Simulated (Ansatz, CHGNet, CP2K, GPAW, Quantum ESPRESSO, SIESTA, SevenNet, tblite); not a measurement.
**Random cubic perovskite-type alloy of BaTiO3 and PbTiO3 (40 atoms), the built cell with every atom moved at random**

Calculated values (Ansatz 0.2.0, Kohn-Sham DFT, PBE, PAW, plane waves; cutoff 420 eV, Γ point, fermi-dirac smearing of 0.05 eV) for the built cell with every atom moved at random.

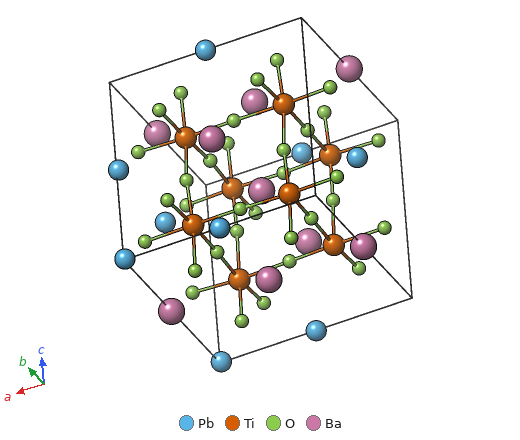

The structure (lead blue, titanium orange, oxygen green, barium pink). Some periodic images of atoms are drawn too.

Cell vectors (Å):

```
7.970 0.000 0.000
0.000 7.970 0.000
0.000 0.000 7.970
```

Positions in Å, forces in eV/Å, q the Löwdin charge in e:

```csv
atom,x,y,z,q,fx,fy,fz
Pb1,7.925,7.953,0.044,0.94,0.062,-0.204,-0.104
Ti2,2.097,1.992,1.998,1.33,-0.185,-1.756,-0.029
O3,2.041,2.022,7.907,-0.83,-0.555,-0.110,0.669
O4,0.017,1.936,2.038,-0.76,-1.179,0.534,-0.072
O5,2.028,0.043,2.047,-0.78,-0.241,-0.179,-0.235
Pb6,7.914,7.904,4.056,0.95,0.435,0.565,-0.231
Ti7,1.958,1.984,5.974,1.33,0.899,-0.219,0.003
O8,2.018,1.925,4.009,-0.81,-0.302,0.481,-0.606
O9,7.941,1.950,5.931,-0.74,-0.312,-0.066,0.037
O10,2.013,7.884,5.978,-0.77,-0.445,-0.174,-0.084
Ba11,0.004,4.003,7.967,1.75,-0.139,-0.207,-0.029
Ti12,1.965,5.934,1.967,1.34,-0.390,0.346,-0.101
O13,2.007,5.991,7.937,-0.81,0.342,-0.253,1.102
O14,7.940,5.974,1.973,-0.77,0.653,0.122,0.110
O15,2.022,4.010,1.999,-0.84,-0.464,0.206,0.077
Pb16,7.938,4.001,3.978,0.93,0.262,-0.551,0.045
Ti17,1.896,5.945,5.941,1.33,-0.058,1.238,-0.360
O18,2.062,5.910,3.975,-0.81,-0.196,0.159,-0.323
O19,7.931,5.960,5.993,-0.76,0.769,-0.253,-0.160
O20,1.912,3.947,5.942,-0.85,0.066,0.119,0.044
Pb21,3.995,7.936,0.013,0.95,-0.231,-0.315,-0.438
Ti22,6.058,1.928,1.928,1.33,1.922,-1.114,-0.185
O23,6.052,2.018,0.009,-0.79,-0.522,0.075,0.681
O24,3.948,1.975,1.949,-0.81,0.119,0.256,0.219
O25,6.013,7.957,1.982,-0.77,-0.490,0.769,0.006
Ba26,4.004,0.006,3.984,1.75,-0.401,-0.116,0.262
Ti27,6.021,1.969,5.966,1.33,0.263,-0.436,-1.178
O28,5.976,1.975,4.038,-0.82,-0.272,0.346,-0.153
O29,3.918,1.938,5.922,-0.88,0.482,-0.074,0.290
O30,6.060,7.933,6.051,-0.77,-0.368,0.579,0.151
Ba31,3.952,3.970,7.944,1.76,0.347,0.223,-0.335
Ti32,5.972,5.903,2.043,1.33,-0.378,-0.765,-1.274
O33,6.013,5.966,7.941,-0.83,0.136,0.404,0.744
O34,3.995,5.947,2.017,-0.85,0.417,0.398,-0.203
O35,5.955,3.962,1.939,-0.84,-0.098,0.626,0.533
Ba36,3.953,3.977,3.954,1.76,0.142,-0.261,0.548
Ti37,5.968,5.945,5.930,1.32,-1.438,-0.199,0.928
O38,6.039,6.024,4.000,-0.77,0.152,0.042,-0.492
O39,3.962,5.967,5.951,-0.88,0.964,-0.137,0.130
O40,5.931,3.976,6.026,-0.85,0.231,-0.101,0.011
```

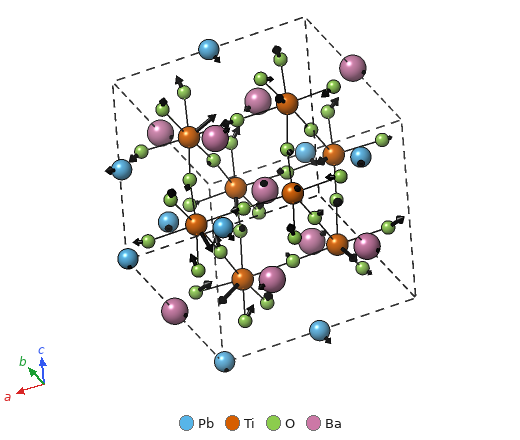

The forces as arrows, the longest 2.23 eV/Å. Some periodic images of atoms are drawn too.

Only the Γ point is sampled, in a cell whose shortest periodic width is 8 Å. The Löwdin charges lack the electrons that the projection spills, 0.051 e an atom on average.

The r.m.s. force component is 0.521 eV/Å; the longest force, 2.23 eV/Å, acts on Ti22.

[Logs are printed without paths, hosts, clocks, repeated set-up lines and the standing remarks that a program may print on its own settings, such as how far it seeks lower states.]

[Hosts, paths, dates, database ids (printed as entryN), source tags and the programs' standing remarks are cut or masked in the printed files.]
